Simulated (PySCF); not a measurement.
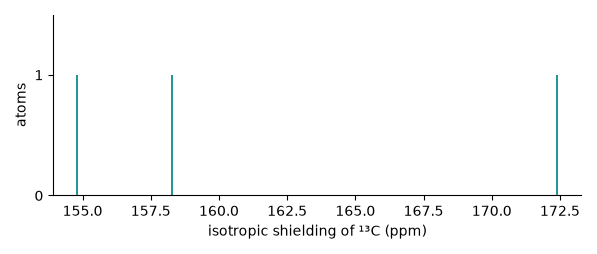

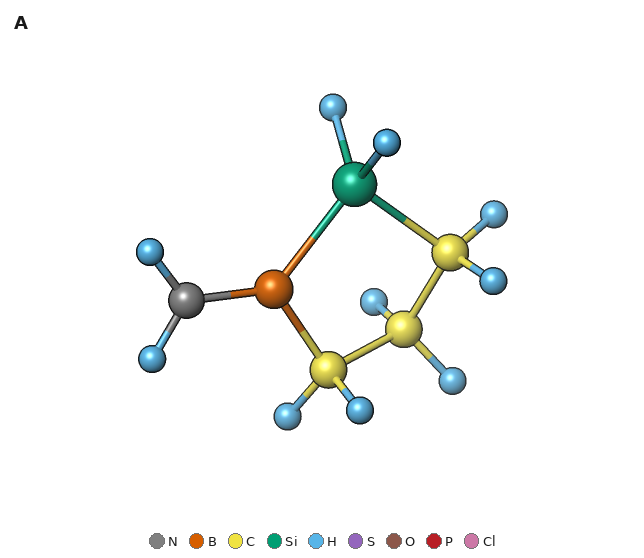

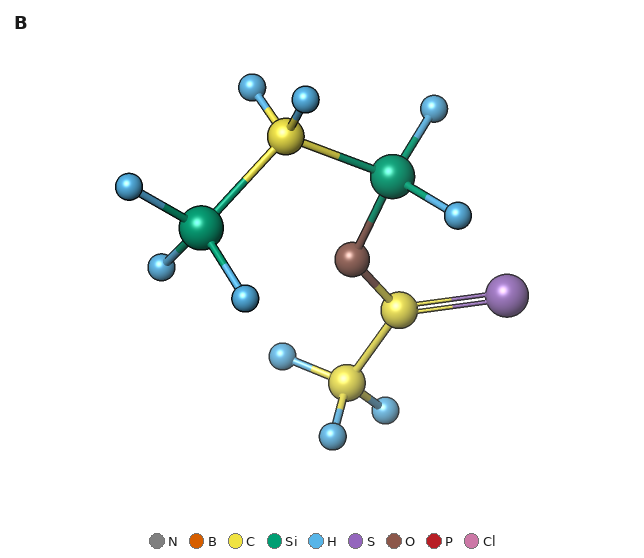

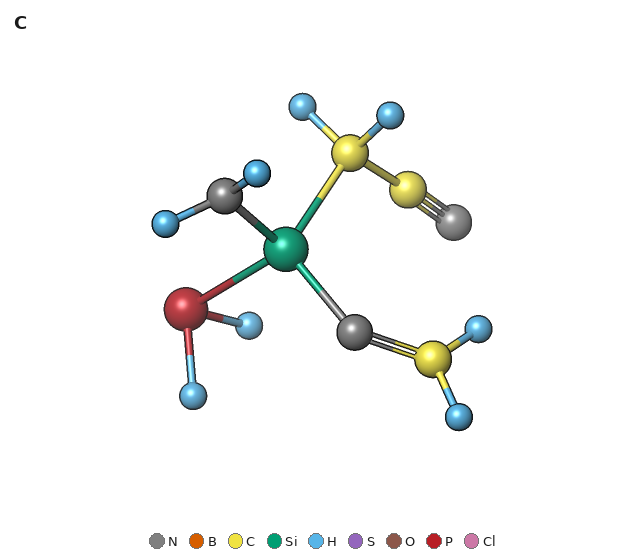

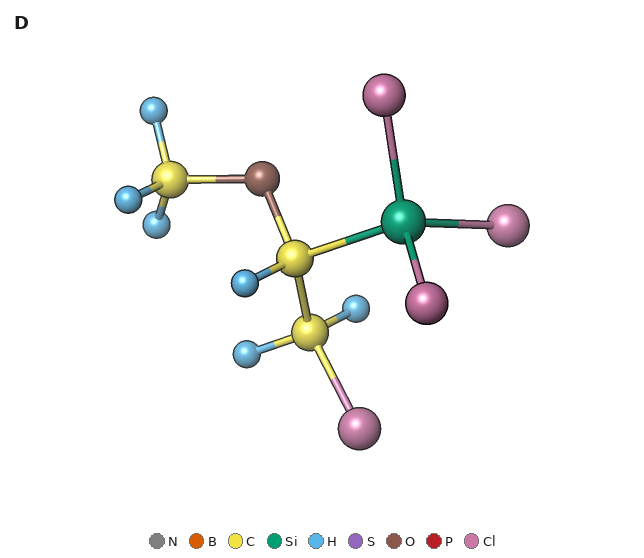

The sticks are computed shieldings of one of the molecules, for one fixed geometry (GFN2-xTB) without averaging over rotations. Low shielding means a high chemical shift. Method: GIAO PBE0/pcSseg-1 NMR shielding, non-relativistic, gas phase (PySCF 2.14.0).

Match the spectrum to a structure.

Answer. A, `NB1CCC[SiH2]1`. Its 3 C atoms give lines at 154.8, 158.3, 172.4 ppm.

The geometry is semi-empirical. Around B, P, Si such bond lengths and angles can be off by a tenth of an ångström or more and by several degrees, and values that hang on the shape move with them.
